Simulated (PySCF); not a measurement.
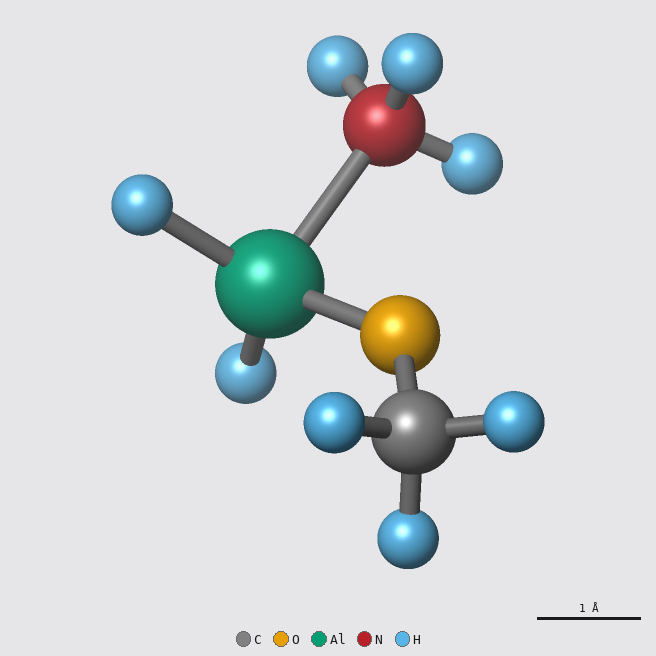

Rendered structure (ball-and-stick style).

> Count the atoms of each element.

CH8AlNO, 12 atoms: 1 carbon, 8 hydrogen, 1 aluminium, 1 nitrogen and 1 oxygen.

> How many bonds of each kind are drawn?

3 C–H, 3 N–H, 2 Al–H, 1 C–O, 1 Al–O, 1 Al–N.

> What is its SMILES?

C[O][AlH2-][NH3+]

The parts below concern this one geometry. Atoms keep their numbers from picture to picture. The computed structure is the end point of a PBE0-D3(BJ)/def2-SVP optimisation. No frequency run is at hand to confirm it as a minimum.

**Geometry**

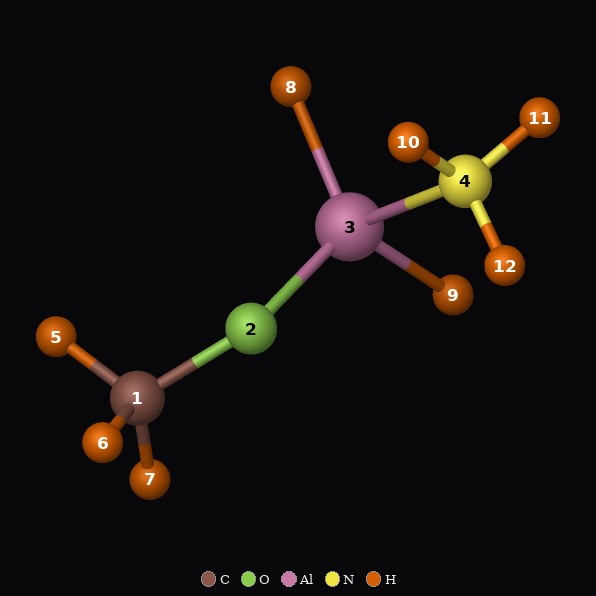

No frequency run is at hand to confirm it as a minimum.

> Describe the coordination of atom 1.

C1 has 4 neighbours (O2 at 1.38, H5 at 1.11, H6 at 1.11, H7 at 1.11 Å); the arrangement is tetrahedral.

> Describe the coordination of atom 2.

O2 has 2 neighbours (C1 at 1.38, Al3 at 1.74 Å); the arrangement is bent.

> What is the geometry at N4?

N4 has 4 neighbours (Al3 at 2.05, H10 at 1.02, H11 at 1.02, H12 at 1.02 Å); the arrangement is tetrahedral.

> What is the dihedral angle C1–O2–Al3–N4?

174° in size, that is anti.

**NMR shielding**

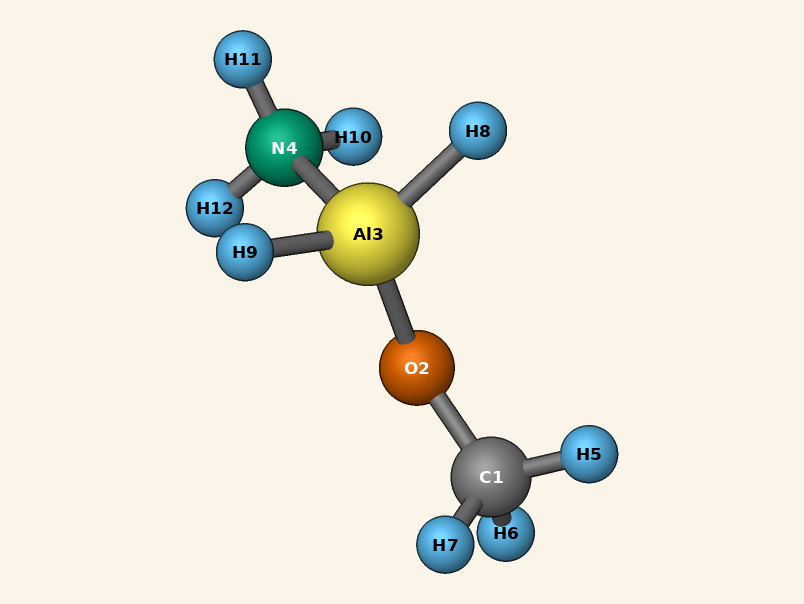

No frequency run is at hand to confirm it as a minimum. Properties computed with GIAO ωB97X-D/pcSseg-2 NMR shielding, non-relativistic, gas phase (PySCF 2.14.0). Principal shieldings σ11 ≤ σ22 ≤ σ33, span Ω = σ33 − σ11, skew κ = 3(σiso − σ22)/Ω.

Give the shielding tensors of the Al atoms.

```csv
atom,σ11,σ22,σ33,σiso,Ω,κ
Al3,395.7,459.6,484.4,446.6,88.6,−0.44
```

Shieldings and span in ppm.

**Levels of theory compared**

No frequency run is at hand to confirm it as a minimum. Program: PySCF 2.14.0.

At this fixed geometry, give HOMO energy (eV), HOMO–LUMO gap (eV), dipole (D) at these levels: B3LYP/pcSseg-2; B97-2/pcSseg-2; B97-D/pcSseg-2; BHandHLYP/pcSseg-2; BP86/pcSseg-2; CAM-B3LYP/pcSseg-2; KT3/pcSseg-2; LC-wPBE/pcSseg-2; PBE0/pcSseg-2; mPW1PW91/pcSseg-2.

```tsv
level	HOMO energy (eV)	HOMO–LUMO gap (eV)	dipole (D)
B3LYP/pcSseg-2	−6.56	5.81	4.59
B97-2/pcSseg-2	−6.51	6.12	4.63
B97-D/pcSseg-2	−5.38	4.33	4.63
BHandHLYP/pcSseg-2	−8.11	8.25	4.58
BP86/pcSseg-2	−5.45	4.40	4.62
CAM-B3LYP/pcSseg-2	−8.18	8.46	4.57
KT3/pcSseg-2	−5.46	4.08	4.56
LC-wPBE/pcSseg-2	−9.49	10.99	4.61
PBE0/pcSseg-2	−6.75	6.34	4.62
mPW1PW91/pcSseg-2	−6.79	6.38	4.62
```

**Quadrupole coupling**

No frequency run is at hand to confirm it as a minimum. Electric field gradients from the ground-state density, PBE0/6-31G (PySCF 2.14.0), non-relativistic apart from any core potentials.

Give the largest field-gradient component, the quadrupole coupling constant and the asymmetry for 17O at O2 (Q = −25.6 mb), 27Al at Al3 (Q = 146.6 mb), 14N at N4 (Q = 20.44 mb).

| atom | V_zz (a.u.) | e²qQ/h (MHz) | η |
| --- | --- | --- | --- |
| O2 | 1.732 | −10.42 | 0.32 |
| Al3 | 0.578 | 19.90 | 0.52 |
| N4 | −0.593 | −2.85 | 0.04 |
